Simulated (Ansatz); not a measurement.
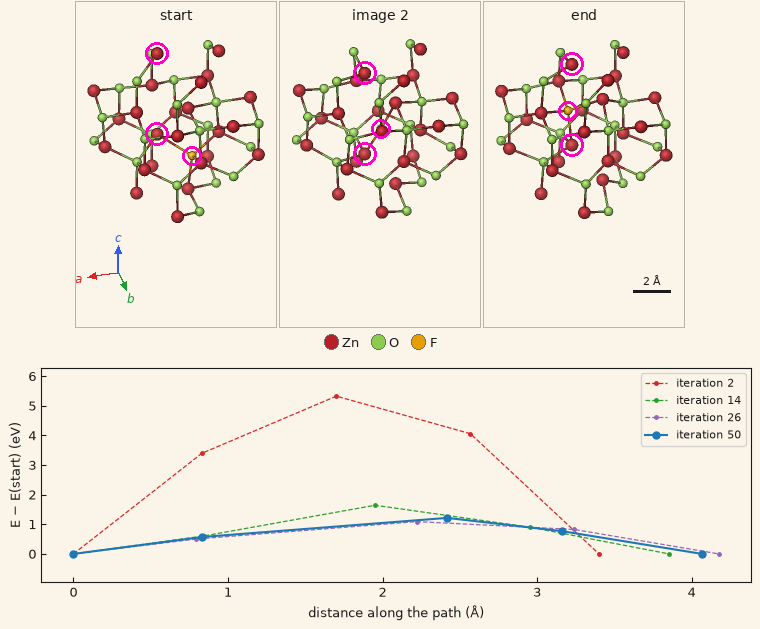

NEB run on ZnO with an O vacancy (15 atoms in the cell, charge +1). Images are numbered from 0 (start) to 4 (end). The plot follows the band through its iterations. A ball-and-stick model of the atoms within 5.2 Å of the middle of the path, seen from a free direction. The atoms that move most are ringed. Bonds to atoms that aren't drawn are left out.

Computed with DFT PBE-D3(BJ), scalar-relativistic, plane waves, PAW (Ansatz 0.2.0). Run with plane-wave cutoff 420 eV; k-point mesh 2 × 3 × 3; Fermi-Dirac smearing 0.05 eV; 3 movable images; climbing image; force threshold 0.05 eV/Å; iteration limit 50; spring constant 0.05 eV/Å²; optimiser FIRE.

Did the band converge, and can the barrier be trusted?

Answer. The result isn't final. The band hadn't converged when the run stopped after 50 iterations. The barrier read from it is provisional, though the highest image hardly moved in the last two iterations. The spring constant is far from the usual few eV/Å², which spoils the spacing or the steps. The first iteration put the highest image at 30.43 eV. The barrier is about 1.22 eV in both directions, with image 2 at the top; the ends have the same energy.

Limits of the set-up: the periodic images lie only 5.2 Å apart, so the values are limited by the cell's size; the cell is charged, on a uniform background, and energies carry no finite-size correction.

The run took 35 min on 2 threads of Arm Neoverse V1 (shared host), peak memory 0.8 GiB.

PAW datasets: the set soft_1.
